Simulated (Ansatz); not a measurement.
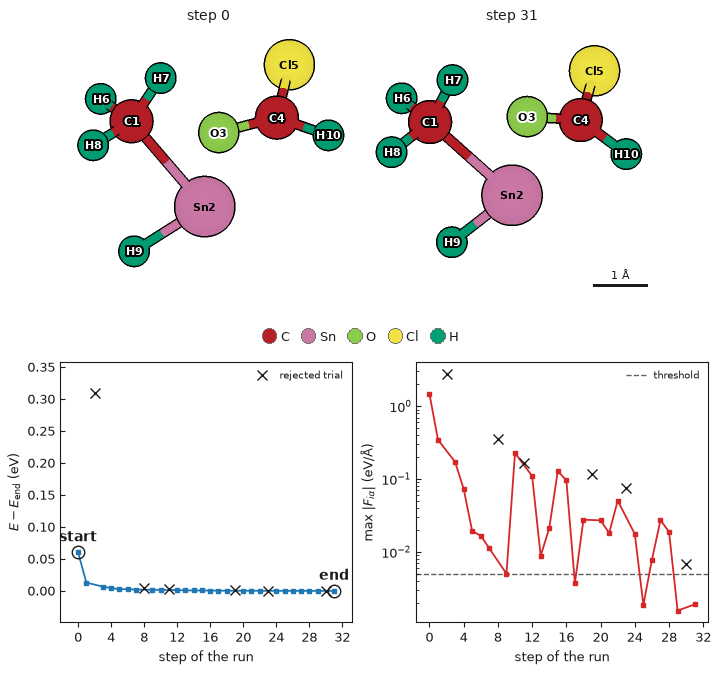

First and last geometry of a relaxation of C$_{2}$H$_{5}$ClOSn, with the history of the run. Style: ball-and-stick. Shown from a free direction.

The start comes from PBE-D4/def2-SVP.

Method: Ansatz 0.2.0, RKS PBE0-D4/def2-TZVP.

Input file:
```yaml
crystal:
  periodic: [false, false, false]
  atoms:
    - {symbol: C, position_ang: [-1.299622, -1.013711, 1.064426]}
    - {symbol: Sn, position_ang: [0.789947, -0.284693, 1.360960]}
    - {symbol: O, position_ang: [0.714208, 0.454413, -1.074996]}
    - {symbol: C, position_ang: [1.020901, 1.576225, -1.398505]}
    - {symbol: Cl, position_ang: [0.937283, 2.146827, -3.046948]}
    - {symbol: H, position_ang: [-1.428591, -1.407672, 0.036365]}
    - {symbol: H, position_ang: [-2.045611, -0.217568, 1.256537]}
    - {symbol: H, position_ang: [-1.483612, -1.849149, 1.773307]}
    - {symbol: H, position_ang: [1.491739, -1.821628, 0.729864]}
    - {symbol: H, position_ang: [1.386458, 2.365956, -0.698109]}
basis:
  gaussian: {orbitals: def2-TZVP}
hamiltonian: {xc: pbe0, dispersion: d4}
relax: {f_tol: 0.005, max_steps: 150}
```

Command:
```bash
ansatz run in.yaml --threads 4 --pin off --events-out ev --progress --plain --max-ram 10444MiB
```

**Read the history and describe the run.**

It converged. H10 moves most after the best rigid fit: 0.45 Å. By element the largest moves are H 0.45 Å, O 0.35 Å, Sn 0.24 Å, Cl 0.14 Å, C 0.11 Å. Near-neighbour distances that change, for instance: Sn2–C4 3.336 → 3.289 Å, C1–Sn2 2.233 → 2.189 Å, Sn2–H9 1.804 → 1.778 Å, C4–Cl5 1.746 → 1.724 Å. Over 25 accepted moves (31 points after the start) the energy falls by 0.060 eV. The largest force component goes from 1.5 to 0.0019 eV/Å. The line search rejected the trial steps at points 2, 8, 11, 19, 23, 30 of the run. The forces were under the threshold at step 17, but the run went on from there. Cost: 2.1 min on 4 threads of Arm Neoverse V1, on a shared host.
